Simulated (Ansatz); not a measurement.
The coordinates of a crystal:

```
CELL_PARAMETERS angstrom
3.27429 0.00000 0.00000
-1.63715 2.83562 0.00000
0.00000 0.00000 5.08513
ATOMIC_POSITIONS crystal
Sc 0.33333 0.66667 0.75000
Sc 0.66667 0.33333 0.25000
```

> What would you see if this were drawn?

The element is scandium. Space group P6_3/mmc (No. 194), lattice primitive hexagonal. Type of structure: hexagonal close-packed (Mg type). The cell holds two atoms. Sc is linked to twelve Sc in an anticuboctahedral arrangement at 3.17 to 3.27 Å. The bonds build a three-dimensional framework.

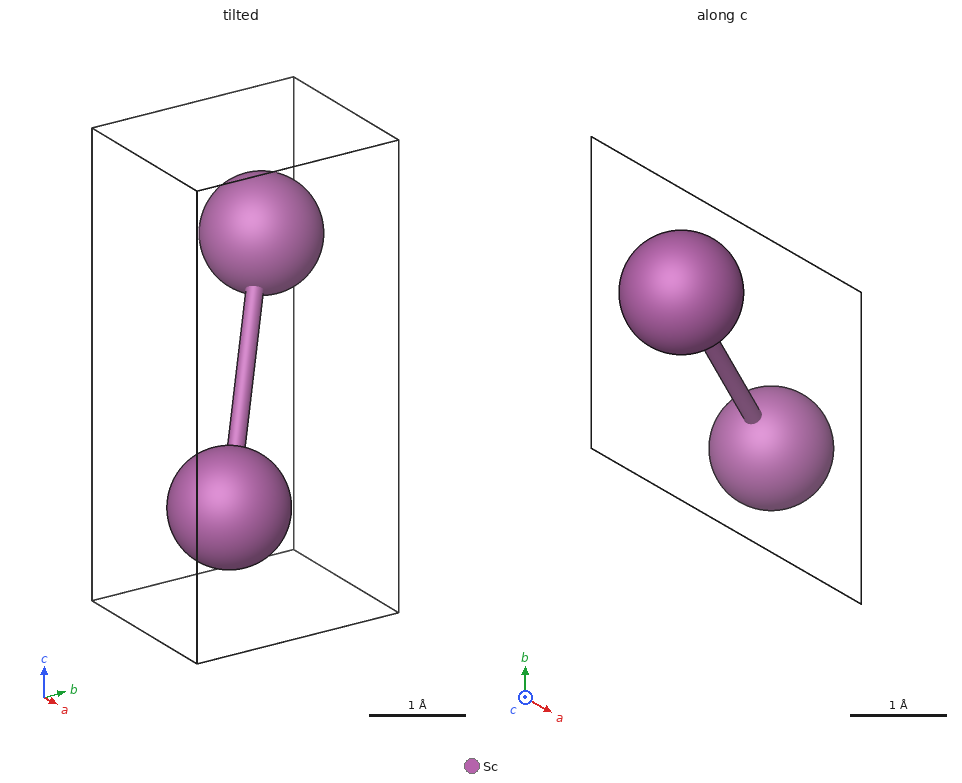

The crystal in a ball-and-stick representation, seen slightly off an axis and along the c axis. Atoms at the boundary of the conventional unit cell (the box) are drawn once for each face, edge or corner they touch.

The cell started as the standard structure of this element. Earlier steps of the study may have refined or changed the cell and positions. A calculation with Ansatz used it as input.
